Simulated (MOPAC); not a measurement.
# Run report: CH5Ge, frequency calculation (part 2 of 2)

Continued. System: CH5Ge, multiplicity 2, SMILES [CH3][GeH2]. Method: MNDO, unrestricted (MOPAC 23.2.5). The geometry was optimised with MNDO.

Geometry of the input (Å):
```
C  -0.2417  -0.7836  -0.1964
Ge 0.3883  0.8161  0.6617
H  -1.1588  -1.1761  0.2834
H  0.5116  -1.5940  -0.1643
H  -0.4844  -0.6112  -1.2630
H  -0.6557  1.8710  0.6303
H  1.6436  1.2897  0.0264
```

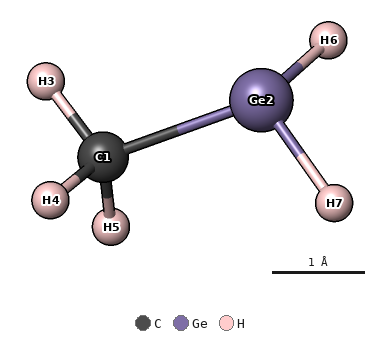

Figure 1. The structure as given in the input (ball-and-stick view, seen at a tilt; atoms are numbered from 1 in the order of the input). Sticks mark near contacts.

What the program printed, continued:
```
 VIBRATION          5    3A'         ATOM PAIR     ENERGY CONTRIBUTION    RADIAL
 FREQUENCY           779.95         C 1 -- H 5         +38.8% ( 89.8%)      9.8%
 TRANSITION DIPOLE   0.7825         C 1 -- H 3         +22.2% ( 67.9%)      4.7%
 TRAVEL (Ang.)       0.4366         C 1 -- H 4         +22.1% ( 67.8%)      4.4%
 REDUCED MASS        0.4536         C 1 -- Ge2         +11.8% ( 49.5%)      0.0%
 EFFECTIVE MASS      3.5958
 FORCE CONSTANT      0.1626

 VIBRATION          6    3A"         ATOM PAIR     ENERGY CONTRIBUTION    RADIAL
 FREQUENCY           806.74         C 1 -- H 4         +34.1% ( 88.3%)      9.3%
 TRANSITION DIPOLE   0.3001         C 1 -- H 3         +34.0% ( 88.3%)      9.1%
 TRAVEL (Ang.)       0.3725         C 1 -- H 5         +16.8% ( 62.0%)      0.0%
 REDUCED MASS        0.6023         C 1 -- Ge2         +12.9% ( 54.3%)      0.0%
 EFFECTIVE MASS      3.9222
 FORCE CONSTANT      0.2310

 VIBRATION          7    4A'         ATOM PAIR     ENERGY CONTRIBUTION    RADIAL
 FREQUENCY           821.76         Ge2 -- H 7         +33.8% ( 53.0%)      0.4%
 TRANSITION DIPOLE   1.0555         Ge2 -- H 6         +33.8% ( 53.0%)      0.4%
 TRAVEL (Ang.)       0.4464         C 1 -- H 5         +11.6% ( 31.0%)     14.5%
 REDUCED MASS        0.4118         C 1 -- H 3          +7.9% ( 25.6%)      3.9%
 EFFECTIVE MASS      1.7208
 FORCE CONSTANT      0.1638

 VIBRATION          8    5A'         ATOM PAIR     ENERGY CONTRIBUTION    RADIAL
 FREQUENCY          1412.17         C 1 -- H 5         +32.7% ( 55.7%)      3.1%
 TRANSITION DIPOLE   0.0322         C 1 -- H 3         +29.5% ( 52.9%)      2.0%
 TRAVEL (Ang.)       0.2837         C 1 -- H 4         +29.5% ( 52.9%)      2.0%
 REDUCED MASS        0.5932         C 1 -- Ge2          +8.3% ( 28.1%)     99.4%
 EFFECTIVE MASS      2.3428
 FORCE CONSTANT      0.6969

 VIBRATION          9    4A"         ATOM PAIR     ENERGY CONTRIBUTION    RADIAL
 FREQUENCY          1441.35         C 1 -- H 5         +54.4% ( 63.4%)      0.0%
 TRANSITION DIPOLE   0.0404         C 1 -- H 3         +20.2% ( 38.6%)     10.5%
 TRAVEL (Ang.)       0.3298         C 1 -- H 4         +20.2% ( 38.6%)     11.1%
 REDUCED MASS        0.4302         C 1 -- Ge2          +5.2% ( 19.7%)      0.0%
 EFFECTIVE MASS      1.5865
 FORCE CONSTANT      0.5266

 VIBRATION         10    6A'         ATOM PAIR     ENERGY CONTRIBUTION    RADIAL
 FREQUENCY          1451.11         C 1 -- H 4         +44.4% ( 57.3%)      1.7%
 TRANSITION DIPOLE   0.0504         C 1 -- H 3         +44.4% ( 57.3%)      2.0%
 TRAVEL (Ang.)       0.3202         C 1 -- H 5          +6.2% ( 21.5%)     87.5%
 REDUCED MASS        0.4532         C 1 -- Ge2          +5.0% ( 19.2%)      3.5%
 EFFECTIVE MASS      1.5702
 FORCE CONSTANT      0.5623

 VIBRATION         11    5A"         ATOM PAIR     ENERGY CONTRIBUTION    RADIAL
 FREQUENCY          2101.40         Ge2 -- H 6         +50.0% ( 71.2%)     99.1%
 TRANSITION DIPOLE   0.8922         Ge2 -- H 7         +50.0% ( 71.2%)     99.1%
 TRAVEL (Ang.)       0.2508
 REDUCED MASS        0.5101
 EFFECTIVE MASS      1.3077
 FORCE CONSTANT      1.3272

 VIBRATION         12    7A'         ATOM PAIR     ENERGY CONTRIBUTION    RADIAL
 FREQUENCY          2118.40         Ge2 -- H 7         +50.0% ( 70.3%)     99.0%
 TRANSITION DIPOLE   0.6182         Ge2 -- H 6         +50.0% ( 70.3%)     99.0%
 TRAVEL (Ang.)       0.2522
 REDUCED MASS        0.5006
 EFFECTIVE MASS      1.1456
 FORCE CONSTANT      1.3237

 VIBRATION         13    8A'         ATOM PAIR     ENERGY CONTRIBUTION    RADIAL
 FREQUENCY          3264.10         C 1 -- H 5         +66.4% ( 83.7%)     99.1%
 TRANSITION DIPOLE   0.3297         C 1 -- H 4         +16.4% ( 41.6%)     83.5%
 TRAVEL (Ang.)       0.1997         C 1 -- H 3         +16.4% ( 41.6%)     84.2%
 REDUCED MASS        0.5181         C 1 -- Ge2          +0.9% (  9.6%)      0.0%
 EFFECTIVE MASS      1.4845
 FORCE CONSTANT      3.2525

 VIBRATION         14    6A"         ATOM PAIR     ENERGY CONTRIBUTION    RADIAL
 FREQUENCY          3266.01         C 1 -- H 3         +49.1% ( 72.1%)     97.0%
 TRANSITION DIPOLE   0.3203         C 1 -- H 4         +49.1% ( 72.1%)     97.3%
 TRAVEL (Ang.)       0.2016         C 1 -- Ge2          +0.9% (  9.6%)      0.0%
 REDUCED MASS        0.5080         C 1 -- H 5          +0.8% (  9.4%)      0.0%
 EFFECTIVE MASS      1.4869
 FORCE CONSTANT      3.1925

 VIBRATION         15    9A'         ATOM PAIR     ENERGY CONTRIBUTION    RADIAL
 FREQUENCY          3344.70         C 1 -- H 3         +33.9% ( 56.3%)     96.7%
 TRANSITION DIPOLE   0.1694         C 1 -- H 4         +33.9% ( 56.3%)     96.7%
 TRAVEL (Ang.)       0.2483         C 1 -- H 5         +32.0% ( 54.7%)     96.4%
 REDUCED MASS        0.3271         C 1 -- Ge2          +0.2% (  4.4%)     99.9%
 EFFECTIVE MASS      1.1381
 FORCE CONSTANT      2.1562

      SYMMETRY NUMBER FOR POINT-GROUP Cs  =  1

          SYSTEM IS A GROUND STATE

 [CH3][GeH2]
 CH5Ge, MNDO

          MOLECULE IS NOT LINEAR

          THERE ARE 15 GENUINE VIBRATIONS IN THIS SYSTEM
          THIS THERMODYNAMICS CALCULATION IS LIMITED TO
          MOLECULES WHICH HAVE NO INTERNAL ROTATIONS

                    CALCULATED THERMODYNAMIC PROPERTIES
                                          *
   TEMP. (K)   PARTITION FUNCTION   H.O.F.    ENTHALPY  HEAT CAPACITY ENTROPY
                                   KCAL/MOL   CAL/MOLE    CAL/K/MOL  CAL/K/MOL

 298.00  VIB.     0.2905D+01                   891.6382     7.2075     5.1111
         ROT.     0.1123D+05                   888.2803     2.9808    21.5147
         INT.     0.3263D+05                  1779.9185    10.1883    26.6259
         TRA.     0.8205D+27                  1480.4672     4.9680    39.3898
         TOT.                       21.761    3260.3857    15.1563    66.0156

 200.00  VIB.     0.1836D+01                   341.9367     3.9965     2.9170
         ROT.     0.6176D+04                   596.1613     2.9808    20.3261
         INT.     0.1134D+05                   938.0979     6.9773    23.2431
         TRA.     0.4511D+27                   993.6021     4.9680    37.4086
         TOT.                       20.432    1931.7001    11.9453    60.6517

 210.00  VIB.     0.1917D+01                   383.5148     4.3202     3.1198
         ROT.     0.6645D+04                   625.9693     2.9808    20.4715
         INT.     0.1274D+05                  1009.4842     7.3010    23.5913
         TRA.     0.4854D+27                  1043.2822     4.9680    37.6510
         TOT.                       20.554    2052.7664    12.2690    61.2423

 220.00  VIB.     0.2004D+01                   428.3582     4.6492     3.3284
         ROT.     0.7126D+04                   655.7774     2.9808    20.6102
         INT.     0.1428D+05                  1084.1356     7.6300    23.9385
         TRA.     0.5205D+27                  1092.9623     4.9680    37.8821
         TOT.                       20.678    2177.0980    12.5980    61.8207

 230.00  VIB.     0.2096D+01                   476.5085     4.9812     3.5423
         ROT.     0.7617D+04                   685.5855     2.9808    20.7427
         INT.     0.1596D+05                  1162.0940     7.9620    24.2850
         TRA.     0.5564D+27                  1142.6424     4.9680    38.1030
         TOT.                       20.805    2304.7364    12.9300    62.3880

 240.00  VIB.     0.2194D+01                   527.9866     5.3144     3.7614
         ROT.     0.8119D+04                   715.3935     2.9808    20.8695
         INT.     0.1781D+05                  1243.3801     8.2953    24.6309
         TRA.     0.5930D+27                  1192.3226     4.9680    38.3144
         TOT.                       20.936    2435.7027    13.2633    62.9453

 250.00  VIB.     0.2299D+01                   582.7962     5.6473     3.9851
         ROT.     0.8632D+04                   745.2016     2.9808    20.9912
         INT.     0.1984D+05                  1327.9978     8.6281    24.9763
         TRA.     0.6305D+27                  1242.0027     4.9680    38.5172
         TOT.                       21.071    2570.0005    13.5961    63.4935

 260.00  VIB.     0.2410D+01                   640.9271     5.9785     4.2130
         ROT.     0.9155D+04                   775.0097     2.9808    21.1081
         INT.     0.2206D+05                  1415.9368     8.9593    25.3211
         TRA.     0.6687D+27                  1291.6828     4.9680    38.7121
         TOT.                       21.208    2707.6195    13.9273    64.0332

 270.00  VIB.     0.2529D+01                   702.3579     6.3071     4.4448
         ROT.     0.9688D+04                   804.8177     2.9808    21.2206
         INT.     0.2450D+05                  1507.1757     9.2879    25.6654
         TRA.     0.7076D+27                  1341.3629     4.9680    38.8996
         TOT.                       21.349    2848.5385    14.2560    64.5650

 280.00  VIB.     0.2655D+01                   767.0585     6.6324     4.6801
         ROT.     0.1023D+05                   834.6258     2.9808    21.3290
         INT.     0.2717D+05                  1601.6843     9.6132    26.0091
         TRA.     0.7473D+27                  1391.0430     4.9680    39.0803
         TOT.                       21.493    2992.7273    14.5812    65.0894

 290.00  VIB.     0.2790D+01                   834.9920     6.9536     4.9185
         ROT.     0.1078D+05                   864.4339     2.9808    21.4336
         INT.     0.3009D+05                  1699.4258     9.9344    26.3521
         TRA.     0.7877D+27                  1440.7231     4.9680    39.2546
         TOT.                       21.641    3140.1489    14.9024    65.6067

 300.00  VIB.     0.2934D+01                   906.1162     7.2705     5.1595
         ROT.     0.1135D+05                   894.2419     2.9808    21.5347
         INT.     0.3329D+05                  1800.3581    10.2513    26.6942
         TRA.     0.8288D+27                  1490.4032     4.9680    39.4230
         TOT.                       21.792    3290.7613    15.2193    66.1172

 310.00  VIB.     0.3088D+01                   980.3854     7.5826     5.4030
         ROT.     0.1192D+05                   924.0500     2.9808    21.6324
         INT.     0.3680D+05                  1904.4354    10.5634    27.0355
         TRA.     0.8706D+27                  1540.0833     4.9680    39.5859
         TOT.                       21.945    3444.5187    15.5314    66.6214

 320.00  VIB.     0.3252D+01                  1057.7512     7.8897     5.6486
         ROT.     0.1250D+05                   953.8580     2.9808    21.7271
         INT.     0.4064D+05                  2011.6093    10.8706    27.3757
         TRA.     0.9130D+27                  1589.7634     4.9680    39.7436
         TOT.                       22.102    3601.3727    15.8386    67.1193

 330.00  VIB.     0.3426D+01                  1138.1634     8.1918     5.8961
         ROT.     0.1309D+05                   983.6661     2.9808    21.8188
         INT.     0.4485D+05                  2121.8295    11.1726    27.7148
         TRA.     0.9562D+27                  1639.4435     4.9680    39.8965
         TOT.                       22.262    3761.2730    16.1406    67.6114

 340.00  VIB.     0.3612D+01                  1221.5705     8.4887     6.1450
         ROT.     0.1369D+05                  1013.4742     2.9808    21.9078
         INT.     0.4945D+05                  2235.0446    11.4695    28.0528
         TRA.     0.9999D+27                  1689.1236     4.9680    40.0448
         TOT.                       22.425    3924.1683    16.4375    68.0976

 350.00  VIB.     0.3811D+01                  1307.9207     8.7804     6.3953
         ROT.     0.1430D+05                  1043.2822     2.9808    21.9942
         INT.     0.5448D+05                  2351.2029    11.7612    28.3895
         TRA.     0.1044D+28                  1738.8037     4.9680    40.1888
         TOT.                       22.591    4090.0066    16.7293    68.5783

 360.00  VIB.     0.4022D+01                  1397.1618     9.0669     6.6467
         ROT.     0.1492D+05                  1073.0903     2.9808    22.0781
         INT.     0.5999D+05                  2470.2521    12.0477    28.7248
         TRA.     0.1089D+28                  1788.4838     4.9680    40.3288
         TOT.                       22.759    4258.7360    17.0158    69.0536

 370.00  VIB.     0.4247D+01                  1489.2421     9.3483     6.8990
         ROT.     0.1554D+05                  1102.8984     2.9808    22.1598
         INT.     0.6601D+05                  2592.1405    12.3291    29.0588
         TRA.     0.1135D+28                  1838.1639     4.9680    40.4649
         TOT.                       22.931    4430.3044    17.2971    69.5237

 380.00  VIB.     0.4487D+01                  1584.1101     9.6245     7.1520
         ROT.     0.1618D+05                  1132.7064     2.9808    22.2393
         INT.     0.7258D+05                  2716.8165    12.6053    29.3913
         TRA.     0.1181D+28                  1887.8440     4.9680    40.5974
         TOT.                       23.105    4604.6606    17.5733    69.9887

 390.00  VIB.     0.4743D+01                  1681.7149     9.8956     7.4055
         ROT.     0.1682D+05                  1162.5145     2.9808    22.3167
         INT.     0.7977D+05                  2844.2294    12.8765    29.7222
         TRA.     0.1228D+28                  1937.5242     4.9680    40.7264
         TOT.                       23.282    4781.7535    17.8445    70.4486

 400.00  VIB.     0.5015D+01                  1782.0065    10.1619     7.6594
         ROT.     0.1747D+05                  1192.3226     2.9808    22.3922
         INT.     0.8761D+05                  2974.3290    13.1427    30.0516
         TRA.     0.1276D+28                  1987.2043     4.9680    40.8522
         TOT.                       23.462    4961.5333    18.1107    70.9038

   *: NOTE: HEATS OF FORMATION ARE RELATIVE TO THE
            ELEMENTS IN THEIR STANDARD STATE AT 298K
              (=  Standard Enthalpy of Formation).

            Hvib:  Zero-point energy is not included.
                   frequencies of less than zero cm-1 are not included.
            Hrot = (3/2)RT
            Htra = (3/2)RT + pV = (5/2)RT

            Heat capacity is Cp, not Cv

           FORCE CONSTANT IN CARTESIAN COORDINATES (Millidynes/A)

    ATOM   CHEMICAL       X               Y               Z
   NUMBER   SYMBOL  FORCE CONSTANT  FORCE CONSTANT  FORCE CONSTANT

      1       C        6.399963        8.181749        8.112438
      2      Ge        4.166106        3.527599        2.521094
      3       H        1.342030        5.306494        0.702536
      4       H        1.342063        1.835829        4.173168
      5       H        1.331291        1.862714        4.130118
      6       H        0.538527        0.757799        1.711732
      7       H        0.538513        2.307983        0.161562

 *                    *
 * JOB ENDED NORMALLY *
 *                    *

 TOTAL JOB TIME:             0.08 SECONDS

 == MOPAC DONE ==
```

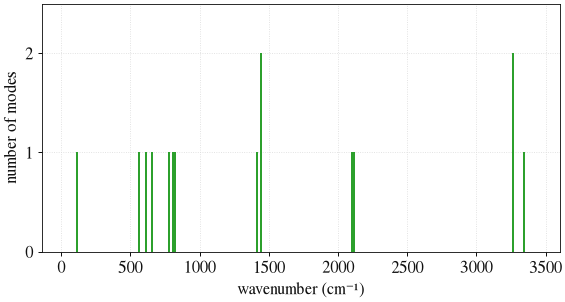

Figure 2. Harmonic vibrational wavenumbers from the force constants; neighbouring modes closer than 15 cm⁻¹ are counted in one stick. 15 modes from 118 to 3345 cm⁻¹, none imaginary.

Key numbers:

```tsv
quantity	value
outcome	converged
heat of formation	21.76 kcal/mol
basis functions	13
zero-point energy	0.051836 hartree
wavenumbers, lowest and highest	118 and 3345 cm⁻¹
peak memory	0.07 GiB
```

MOPAC's energies along a path are heats of formation.
